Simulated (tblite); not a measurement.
Geometry relaxation of C₃H₄AlF₂O (charge +1) (part 1 of 2)

The run: geometry relaxation of C₃H₄AlF₂O, charge +1, SMILES [O+]#CC[CH2][Al]([F])[F]. Method and program: GFN2-xTB geometry optimisation, gas phase (tblite 0.8.0).

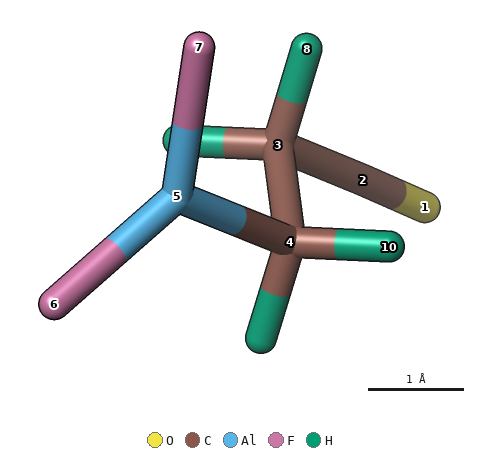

Figure 1. The starting structure (stick view, seen at a tilt; atoms are numbered from 1 in the order of the input). Sticks mark near contacts. Bond lengths as drawn: Al–C 2.00 Å, Al–F 1.80 to 1.81 Å, C–C 1.48 to 1.53 Å, C–H 1.10 to 1.12 Å and C–O 1.12 Å.

**Results in brief**

| quantity | value |
| --- | --- |
| outcome | converged |
| total energy | −618.2106 eV |
| hardware | 1 CPU thread, shared host |
| wall time | 0.84 s |
| peak memory | 0.18 GiB |

**Input**
```
{"job": {"kind": "relax", "xc": "GFN2-xTB", "basis": "xTB"}, "charge": 1, "multiplicity": 1}
O     -3.261700    -0.546400     0.192000
C     -2.206100    -0.217700     0.346700
C     -0.802300     0.191900     0.572600
C      0.077600    -0.324600    -0.562200
Al     1.981500     0.222300    -0.281700
F      3.262900    -1.024700    -0.111000
F      2.407200     1.975600    -0.220300
H     -0.767500     1.310200     0.599800
H     -0.461300    -0.205000     1.548700
H     -0.267100     0.065500    -1.528800
H      0.042100    -1.444400    -0.581800
```

The first line tells a small driver script what to run in tblite; the rest is the geometry in Å.

Command:
```bash
OMP_NUM_THREADS=1 python <driver script> task.json out
```

**The program's output**
```
step      E/eV     max force
  0    -617.20948    3.559
  1    -617.66828    3.234
  2    -617.35522   10.313
  3    -617.97113    1.685
  4    -617.99506    0.413
  5    -618.00947    0.523
  6    -618.01965    0.754
  7    -618.02834    0.339
  8    -618.03159    0.200
  9    -618.03639    0.297
 10    -618.03999    0.326
 11    -618.04372    0.212
 12    -618.04789    0.221
 13    -618.05520    0.324
 14    -618.06607    0.322
 15    -618.07528    0.307
 16    -618.08275    0.225
 17    -618.08906    0.225
 18    -618.09349    0.176
 19    -618.09844    0.195
 20    -618.10183    0.181
 21    -618.10425    0.136
 22    -618.10603    0.138
 23    -618.10787    0.117
 24    -618.10954    0.122
 25    -618.11080    0.097
 26    -618.11189    0.089
 27    -618.11330    0.101
 28    -618.11542    0.181
 29    -618.11846    0.250
 30    -618.12186    0.226
 31    -618.12489    0.131
 32    -618.12758    0.161
 33    -618.13120    0.198
 34    -618.13706    0.330
 35    -618.14516    0.401
 36    -618.15196    0.436
 37    -618.15784    0.531
 38    -618.16253    0.260
 39    -618.16579    0.243
 40    -618.17050    0.263
 41    -618.17510    0.377
 42    -618.17992    0.399
 43    -618.18404    0.331
 44    -618.18541    0.213
 45    -618.18873    0.174
 46    -618.19089    0.165
 47    -618.19650    0.175
 48    -618.19878    0.175
 49    -618.20047    0.119
 50    -618.20130    0.097
 51    -618.20237    0.058
 52    -618.20286    0.053
 53    -618.20320    0.048
 54    -618.20341    0.054
 55    -618.20375    0.060
 56    -618.20422    0.065
 57    -618.20473    0.072
 58    -618.20501    0.042
 59    -618.20510    0.023
 60    -618.20515    0.018
 61    -618.20523    0.023
 62    -618.20534    0.033
 63    -618.20545    0.029
 64    -618.20552    0.020
 65    -618.20557    0.017
 66    -618.20562    0.017
 67    -618.20568    0.020
 68    -618.20575    0.017
 69    -618.20582    0.024
 70    -618.20589    0.029
 71    -618.20599    0.032
 72    -618.20613    0.035
 73    -618.20634    0.041
 74    -618.20663    0.056
 75    -618.20689    0.060
 76    -618.20705    0.044
 77    -618.20711    0.028
 78    -618.20714    0.018
 79    -618.20717    0.013
 80    -618.20719    0.014
 81    -618.20722    0.021
 82    -618.20727    0.022
 83    -618.20736    0.028
 84    -618.20747    0.027
 85    -618.20756    0.021
 86    -618.20762    0.016
 87    -618.20766    0.017
 88    -618.20772    0.029
 89    -618.20785    0.042
 90    -618.20809    0.050
 91    -618.20844    0.050
 92    -618.20884    0.056
 93    -618.20925    0.059
 94    -618.20955    0.113
 95    -618.20972    0.092
 96    -618.21003    0.088
 97    -618.21013    0.052
 98    -618.21030    0.062
 99    -618.21038    0.053
100    -618.21043    0.013
101    -618.21045    0.015
102    -618.21047    0.016
103    -618.21051    0.018
104    -618.21056    0.016
105    -618.21060    0.009
```

**Trajectory as extended XYZ (Å, eV, eV/Å), 42 of the 106 frames kept, from step=0 to step=105**
```
11
Properties=species:S:1:pos:R:3:forces:R:3 step=0 energy=-617.20948
O    -3.2617   -0.5464    0.1920    0.4650   0.0220  -0.2250
C    -2.2061   -0.2177    0.3467    2.1200   0.7980   0.8510
C    -0.8023    0.1919    0.5726   -2.5330  -0.0450  -0.0260
C     0.0776   -0.3246   -0.5622   -0.0190  -0.9320  -0.2710
Al    1.9815    0.2223   -0.2817    3.4540   0.8360   0.2010
F     3.2629   -1.0247   -0.1110   -2.1140   1.9320  -0.2700
F     2.4072    1.9756   -0.2203   -0.8810  -2.7600  -0.0350
H    -0.7675    1.3102    0.5998   -0.1440  -0.5190   0.1170
H    -0.4613   -0.2050    1.5487   -0.3380   0.1630  -0.2220
H    -0.2671    0.0655   -1.5288   -0.0340  -0.1800   0.0730
H     0.0421   -1.4444   -0.5818    0.0220   0.6850  -0.1930
11
Properties=species:S:1:pos:R:3:forces:R:3 step=3 energy=-617.97113
O    -3.2264   -0.5418    0.1834    1.6220   0.4370   0.1270
C    -2.1651   -0.1977    0.3744   -1.5190  -0.4210  -0.1490
C    -0.8586    0.1925    0.5777    0.4690   0.0730  -0.0530
C     0.0839   -0.3369   -0.5648    0.3270   0.1330   0.1910
Al    2.0881    0.2513   -0.2784   -0.0530  -0.0840  -0.1340
F     3.1907   -0.9586   -0.1205   -0.3410   0.3720  -0.0640
F     2.3743    1.8753   -0.2209   -0.2070  -0.5420   0.0310
H    -0.7756    1.2905    0.6045   -0.1250   0.0040   0.0810
H    -0.4804   -0.1960    1.5354   -0.2160   0.0620   0.0440
H    -0.2674    0.0554   -1.5255    0.0250  -0.1460   0.0460
H     0.0419   -1.4314   -0.5911    0.0180   0.1130  -0.1200
11
Properties=species:S:1:pos:R:3:forces:R:3 step=5 energy=-618.00947
O    -3.2089   -0.5401    0.1789   -0.1460  -0.1080  -0.1330
C    -2.1666   -0.1953    0.3796    0.4410   0.1390   0.0430
C    -0.8500    0.1936    0.5752    0.1270   0.0330  -0.0090
C     0.0960   -0.3322   -0.5587    0.1370   0.0450   0.0240
Al    2.0880    0.2490   -0.2844   -0.4680  -0.1760  -0.1550
F     3.1766   -0.9446   -0.1232    0.0520  -0.0500  -0.0210
F     2.3644    1.8529   -0.2194   -0.0960   0.0110   0.0400
H    -0.7811    1.2900    0.6080   -0.0680   0.0690   0.0650
H    -0.4902   -0.1931    1.5369   -0.1150   0.0310   0.1150
H    -0.2657    0.0488   -1.5225    0.0740  -0.0900   0.0840
H     0.0430   -1.4263   -0.5963    0.0610   0.0970  -0.0530
11
Properties=species:S:1:pos:R:3:forces:R:3 step=8 energy=-618.03159
O    -3.1887   -0.5420    0.1676    0.0600  -0.0200  -0.0600
C    -2.1490   -0.1896    0.3795    0.0770  -0.0280  -0.1220
C    -0.8343    0.1990    0.5761   -0.0270   0.0730   0.1130
C     0.1099   -0.3272   -0.5527   -0.1920  -0.0550  -0.0010
Al    2.0546    0.2333   -0.3008    0.0660  -0.0120  -0.0090
F     3.1687   -0.9366   -0.1282    0.0070  -0.0470  -0.0530
F     2.3468    1.8344   -0.2150   -0.1190  -0.0010   0.0170
H    -0.7892    1.2971    0.6167    0.0460   0.0710   0.0460
H    -0.5056   -0.1876    1.5494    0.0200   0.0460   0.0940
H    -0.2579    0.0384   -1.5152    0.0110   0.0530  -0.0580
H     0.0503   -1.4166   -0.6034    0.0510  -0.0790   0.0340
11
Properties=species:S:1:pos:R:3:forces:R:3 step=10 energy=-618.03999
O    -3.1745   -0.5453    0.1560    0.2700   0.0140  -0.0940
C    -2.1339   -0.1897    0.3677   -0.3180  -0.0680  -0.0230
C    -0.8294    0.2085    0.5874    0.0440   0.0080  -0.0010
C     0.0982   -0.3301   -0.5506    0.0190  -0.0020   0.0310
Al    2.0439    0.2246   -0.3090    0.1700   0.0200   0.0490
F     3.1673   -0.9393   -0.1357   -0.0420  -0.0060  -0.0750
F     2.3276    1.8282   -0.2112   -0.1220  -0.0390   0.0050
H    -0.7879    1.3073    0.6251    0.0770   0.0350   0.0400
H    -0.5102   -0.1805    1.5643    0.0400   0.0670   0.0350
H    -0.2537    0.0390   -1.5172   -0.0800   0.0420  -0.0290
H     0.0581   -1.4200   -0.6028   -0.0600  -0.0720   0.0610
11
Properties=species:S:1:pos:R:3:forces:R:3 step=13 energy=-618.05520
O    -3.1344   -0.5641    0.1035   -0.1670  -0.1450  -0.2210
C    -2.1140   -0.1850    0.3519    0.2250   0.1510   0.1770
C    -0.8175    0.2282    0.6090   -0.0210  -0.0400  -0.0790
C     0.0828   -0.3371   -0.5445    0.1590   0.0280   0.0090
Al    2.0431    0.2090   -0.3179   -0.1180  -0.0120   0.0380
F     3.1628   -0.9523   -0.1653    0.1040  -0.1170  -0.0670
F     2.2659    1.8152   -0.2019   -0.0400   0.1320   0.0180
H    -0.7705    1.3304    0.6490    0.0780  -0.1060  -0.0270
H    -0.5128   -0.1522    1.5975    0.0400   0.0590  -0.1180
H    -0.2595    0.0439   -1.5178   -0.0720  -0.0920   0.2060
H     0.0595   -1.4333   -0.5895   -0.1880   0.1400   0.0630
11
Properties=species:S:1:pos:R:3:forces:R:3 step=15 energy=-618.07528
O    -3.0685   -0.6007    0.0038    0.1660   0.0810   0.0090
C    -2.0901   -0.1710    0.3422    0.0940  -0.0510  -0.0980
C    -0.8001    0.2532    0.6323   -0.0680  -0.0160  -0.0100
C     0.0761   -0.3443   -0.5315   -0.0470   0.0470   0.1430
Al    2.0423    0.1876   -0.3236   -0.1580   0.0120   0.0350
F     3.1627   -0.9809   -0.2188    0.0860  -0.0260  -0.0710
F     2.1666    1.8051   -0.1865    0.0380   0.0840   0.0350
H    -0.7335    1.3547    0.6821    0.0330  -0.1380  -0.1460
H    -0.5101   -0.1026    1.6349    0.0530  -0.0480  -0.1860
H    -0.2792    0.0438   -1.5002    0.0100  -0.1640   0.2590
H     0.0392   -1.4423   -0.5610   -0.2080   0.2190   0.0310
11
Properties=species:S:1:pos:R:3:forces:R:3 step=18 energy=-618.09349
O    -3.0303   -0.6127   -0.0444    0.0150   0.0520   0.0280
C    -2.0738   -0.1679    0.3325    0.0110  -0.0750  -0.1590
C    -0.7949    0.2616    0.6392    0.0300   0.0420   0.0770
C     0.0743   -0.3420   -0.5085   -0.0600  -0.0330   0.0670
Al    2.0371    0.1808   -0.3185    0.0410   0.0410   0.0270
F     3.1666   -0.9908   -0.2519   -0.0520   0.1330  -0.0690
F     2.1272    1.8066   -0.1762    0.0450  -0.0840   0.0360
H    -0.7121    1.3537    0.6797   -0.0170   0.1280  -0.1130
H    -0.5005   -0.0872    1.6332    0.0590  -0.1250   0.0850
H    -0.2915    0.0296   -1.4691    0.0130   0.0260  -0.0490
H     0.0034   -1.4291   -0.5419   -0.0850  -0.1050   0.0700
11
Properties=species:S:1:pos:R:3:forces:R:3 step=20 energy=-618.10183
O    -3.0010   -0.6194   -0.0804    0.1280   0.0700   0.0080
C    -2.0506   -0.1699    0.3093   -0.1590  -0.0260   0.0000
C    -0.7877    0.2756    0.6562    0.0100   0.0020   0.0040
C     0.0622   -0.3458   -0.4896    0.0790  -0.0860  -0.0860
Al    2.0299    0.1746   -0.3177   -0.0060   0.0340   0.0130
F     3.1657   -0.9893   -0.2825   -0.0130   0.1010  -0.0620
F     2.0958    1.7996   -0.1646    0.0560  -0.0530   0.0430
H    -0.6992    1.3680    0.6742   -0.0390   0.0850  -0.0360
H    -0.4924   -0.0829    1.6465   -0.0080  -0.0460   0.0780
H    -0.2958    0.0232   -1.4539    0.0050   0.0610  -0.0620
H    -0.0216   -1.4310   -0.5235   -0.0550  -0.1410   0.1000
11
Properties=species:S:1:pos:R:3:forces:R:3 step=23 energy=-618.10787
O    -2.9813   -0.6195   -0.1047   -0.0060   0.0110  -0.0340
C    -2.0394   -0.1678    0.3004    0.0190   0.0660   0.0880
C    -0.7819    0.2834    0.6655    0.0260  -0.0210  -0.0390
C     0.0604   -0.3578   -0.4853   -0.0740  -0.0370   0.0110
Al    2.0228    0.1734   -0.3156   -0.0490  -0.0230  -0.0210
F     3.1664   -0.9772   -0.3092    0.0760   0.0160  -0.0510
F     2.0855    1.7933   -0.1513    0.0450   0.0540   0.0570
H    -0.6963    1.3813    0.6654   -0.0190  -0.0980   0.0240
H    -0.4893   -0.0845    1.6585   -0.0570   0.0770  -0.0670
H    -0.2967    0.0235   -1.4489    0.0370  -0.0500   0.0120
H    -0.0448   -1.4453   -0.5007    0.0020   0.0050   0.0200
11
Properties=species:S:1:pos:R:3:forces:R:3 step=26 energy=-618.11189
O    -2.9699   -0.6147   -0.1198   -0.0690   0.0200   0.0170
C    -2.0382   -0.1604    0.3054   -0.0280  -0.0170  -0.0660
C    -0.7774    0.2835    0.6640   -0.0550   0.0050   0.0190
C     0.0553   -0.3696   -0.4814   -0.0100   0.0170   0.0430
Al    2.0154    0.1728   -0.3153    0.0430   0.0040  -0.0160
F     3.1755   -0.9631   -0.3324    0.0310   0.0400  -0.0490
F     2.0898    1.7935   -0.1352    0.0020  -0.0400   0.0470
H    -0.6972    1.3782    0.6602    0.0360   0.0190   0.0230
H    -0.4929   -0.0785    1.6574    0.0090   0.0450   0.0390
H    -0.2935    0.0162   -1.4453    0.0060  -0.0860  -0.0230
H    -0.0615   -1.4553   -0.4835    0.0350  -0.0070  -0.0340
11
Properties=species:S:1:pos:R:3:forces:R:3 step=28 energy=-618.11542
O    -2.9631   -0.6085   -0.1356   -0.0810   0.0190   0.0200
C    -2.0357   -0.1547    0.3000   -0.0980  -0.0420  -0.0740
C    -0.7782    0.2866    0.6676   -0.0710   0.0120   0.0160
C     0.0446   -0.3798   -0.4716    0.1770   0.0100  -0.0340
Al    2.0099    0.1701   -0.3193    0.0500  -0.0010   0.0160
F     3.1887   -0.9460   -0.3629    0.0070   0.0370  -0.0580
F     2.0892    1.7882   -0.1128   -0.0280  -0.0640   0.0350
H    -0.6936    1.3783    0.6604    0.0460   0.1070  -0.0020
H    -0.4973   -0.0644    1.6634    0.0200  -0.0060   0.0950
H    -0.2881   -0.0020   -1.4442   -0.0510  -0.0600  -0.0100
H    -0.0710   -1.4653   -0.4710    0.0290  -0.0120  -0.0040
11
Properties=species:S:1:pos:R:3:forces:R:3 step=31 energy=-618.12489
O    -2.9663   -0.5860   -0.1724   -0.1150   0.0020   0.0090
C    -2.0442   -0.1407    0.2822    0.0760   0.0520   0.0420
C    -0.7902    0.2936    0.6739    0.0520   0.0090  -0.0530
C     0.0409   -0.4071   -0.4493    0.1060  -0.0040  -0.0440
Al    2.0054    0.1636   -0.3255    0.0080  -0.0470   0.0630
F     3.2304   -0.8902   -0.4576    0.0280  -0.0420  -0.0770
F     2.0906    1.7666   -0.0423   -0.0800   0.0210   0.0390
H    -0.6792    1.3863    0.6576   -0.0190   0.0210  -0.0820
H    -0.5106   -0.0257    1.6849   -0.0760  -0.0720  -0.0430
H    -0.2804   -0.0650   -1.4411   -0.0710   0.0250   0.0610
H    -0.0910   -1.4927   -0.4363    0.0930   0.0360   0.0850
11
Properties=species:S:1:pos:R:3:forces:R:3 step=33 energy=-618.13120
O    -2.9823   -0.5656   -0.1817   -0.0450   0.0270   0.0570
C    -2.0565   -0.1311    0.2763    0.1740   0.0900   0.0300
C    -0.7964    0.2943    0.6680    0.0720   0.0020  -0.0540
C     0.0543   -0.4219   -0.4403   -0.1690   0.0210   0.0460
Al    2.0095    0.1597   -0.3204    0.0320  -0.0230   0.0310
F     3.2576   -0.8550   -0.5181    0.0280  -0.0720  -0.0690
F     2.0957    1.7547    0.0032   -0.1030   0.0330   0.0570
H    -0.6744    1.3895    0.6432   -0.0460  -0.0850  -0.0870
H    -0.5244   -0.0144    1.6880   -0.1040  -0.0540  -0.1320
H    -0.2828   -0.1029   -1.4346    0.0000   0.0540   0.0300
H    -0.0948   -1.5047   -0.4095    0.1610   0.0070   0.0930
11
Properties=species:S:1:pos:R:3:forces:R:3 step=36 energy=-618.15196
O    -3.0244   -0.4930   -0.1909    0.3600   0.1500   0.1950
C    -2.0719   -0.0927    0.2506   -0.2260  -0.0420  -0.1450
C    -0.8030    0.3019    0.6453   -0.0270  -0.0400  -0.0170
C     0.0749   -0.4607   -0.4104   -0.2590   0.0400   0.1250
Al    2.0304    0.1387   -0.3038    0.2530   0.0720  -0.1530
F     3.3333   -0.7590   -0.7141   -0.3120   0.0960   0.0800
F     2.0773    1.7111    0.1521   -0.1110  -0.1600   0.0590
H    -0.6687    1.3959    0.5853    0.0340  -0.1260  -0.0150
H    -0.5901    0.0066    1.6838    0.0220   0.0320  -0.1230
H    -0.2906   -0.2063   -1.4110    0.1400   0.0310  -0.0770
H    -0.0617   -1.5397   -0.3127    0.1260  -0.0530   0.0710
11
Properties=species:S:1:pos:R:3:forces:R:3 step=38 energy=-618.16253
O    -3.0163   -0.4842   -0.1903    0.1290   0.0540   0.0390
C    -2.0618   -0.0829    0.2411   -0.2520  -0.0500  -0.0410
C    -0.7991    0.3067    0.6445   -0.0340  -0.0190  -0.0110
C     0.0661   -0.4618   -0.4031    0.0990  -0.0190  -0.0060
Al    2.0347    0.1340   -0.3105    0.0170   0.0990  -0.0990
F     3.3300   -0.7559   -0.7394   -0.1880   0.0220   0.0410
F     2.0481    1.6960    0.1742   -0.0630  -0.0770   0.0680
H    -0.6670    1.3961    0.5808    0.1020   0.0070  -0.0060
H    -0.6055    0.0114    1.6824    0.0970   0.0130  -0.0040
H    -0.2868   -0.2129   -1.4097    0.0920  -0.0170  -0.0400
H    -0.0370   -1.5439   -0.2960    0.0010  -0.0130   0.0580
11
Properties=species:S:1:pos:R:3:forces:R:3 step=41 energy=-618.17510
O    -2.9975   -0.4624   -0.2368   -0.3480  -0.0860  -0.1180
C    -2.0630   -0.0569    0.2231    0.3270   0.0820   0.1230
C    -0.8000    0.3168    0.6445    0.0750   0.0110  -0.0500
C     0.0736   -0.4870   -0.3762   -0.0480  -0.0120  -0.0670
Al    2.0320    0.1352   -0.3327   -0.0150  -0.0490   0.0220
F     3.3272   -0.7105   -0.8435   -0.1810   0.0490   0.0260
F     1.9934    1.6535    0.2652   -0.0010   0.0650   0.0600
H    -0.6356    1.4023    0.5688    0.0490  -0.0250  -0.0370
H    -0.6180    0.0481    1.6928    0.0570  -0.0350  -0.0510
H    -0.2682   -0.2709   -1.3980    0.0520  -0.0520   0.0610
H    -0.0385   -1.5654   -0.2330    0.0310   0.0520   0.0310
11
Properties=species:S:1:pos:R:3:forces:R:3 step=44 energy=-618.18541
O    -3.0552   -0.3771   -0.2288    0.1060   0.0500   0.0620
C    -2.0853   -0.0180    0.2033    0.0100  -0.0300  -0.0870
C    -0.8037    0.3150    0.6067    0.0050  -0.0200  -0.0260
C     0.1009   -0.5276   -0.3472   -0.0510  -0.0270  -0.0790
Al    2.0359    0.1515   -0.3419    0.0010   0.0620   0.1780
F     3.3182   -0.5974   -1.0149   -0.1910   0.0730   0.0590
F     1.9714    1.5901    0.4435    0.0390  -0.0670  -0.0590
H    -0.6052    1.3919    0.4945    0.0130  -0.0200   0.0680
H    -0.6490    0.0568    1.6628    0.0840   0.0720  -0.0160
H    -0.2278   -0.3907   -1.3821   -0.0540  -0.0960  -0.0530
H     0.0052   -1.5918   -0.1219    0.0380   0.0030  -0.0460
11
Properties=species:S:1:pos:R:3:forces:R:3 step=46 energy=-618.19089
O    -3.0516   -0.3928   -0.2190    0.0970   0.0310   0.0330
C    -2.0812   -0.0301    0.2086   -0.0210   0.0030  -0.0290
C    -0.8024    0.3119    0.6107    0.0080  -0.0080  -0.0140
C     0.0935   -0.5180   -0.3599    0.0250  -0.0130  -0.0310
Al    2.0283    0.1535   -0.3341   -0.0980   0.0050   0.1330
F     3.3069   -0.6218   -0.9642   -0.0200  -0.0340  -0.0340
F     1.9876    1.6100    0.4025   -0.0020   0.0810   0.0420
H    -0.6111    1.3905    0.5099    0.0100   0.0050   0.0340
H    -0.6325    0.0502    1.6634    0.0520   0.0410  -0.0190
H    -0.2324   -0.3665   -1.3920   -0.0770  -0.0650  -0.0900
H     0.0002   -1.5844   -0.1519    0.0260  -0.0470  -0.0250
11
Properties=species:S:1:pos:R:3:forces:R:3 step=49 energy=-618.20047
O    -3.0490   -0.3689   -0.2273    0.1130   0.0290   0.0230
C    -2.0732   -0.0164    0.1970   -0.0710   0.0020   0.0140
C    -0.7918    0.3126    0.5952    0.0240   0.0180   0.0050
C     0.0952   -0.5377   -0.3652   -0.0140  -0.0190  -0.0150
Al    2.0033    0.1677   -0.3068    0.1090   0.0290  -0.0290
F     3.2539   -0.5956   -1.0119   -0.0510   0.0350   0.0540
F     1.9649    1.6079    0.4696   -0.0010  -0.0380   0.0140
H    -0.5815    1.3876    0.4996   -0.0300   0.0390  -0.0410
H    -0.6067    0.0677    1.6487   -0.0150  -0.0250   0.0060
H    -0.2275   -0.4235   -1.4056   -0.0690  -0.0650   0.0340
H     0.0179   -1.5988   -0.1194    0.0050  -0.0060  -0.0650
11
Properties=species:S:1:pos:R:3:forces:R:3 step=51 energy=-618.20237
O    -3.0465   -0.3606   -0.2273   -0.0310  -0.0050  -0.0190
C    -2.0721   -0.0085    0.1975    0.0370  -0.0030   0.0090
C    -0.7883    0.3146    0.5908    0.0190   0.0080   0.0140
C     0.0998   -0.5425   -0.3648   -0.0510   0.0200  -0.0200
Al    2.0071    0.1711   -0.3036    0.0120   0.0220  -0.0410
F     3.2481   -0.5863   -1.0276    0.0040   0.0180   0.0420
F     1.9565    1.6009    0.4901    0.0180  -0.0230   0.0210
H    -0.5802    1.3901    0.4906   -0.0020   0.0160  -0.0240
H    -0.6106    0.0685    1.6452    0.0190  -0.0030   0.0160
H    -0.2343   -0.4427   -1.4031   -0.0280  -0.0370   0.0260
H     0.0258   -1.6020   -0.1139    0.0040  -0.0150  -0.0240
```
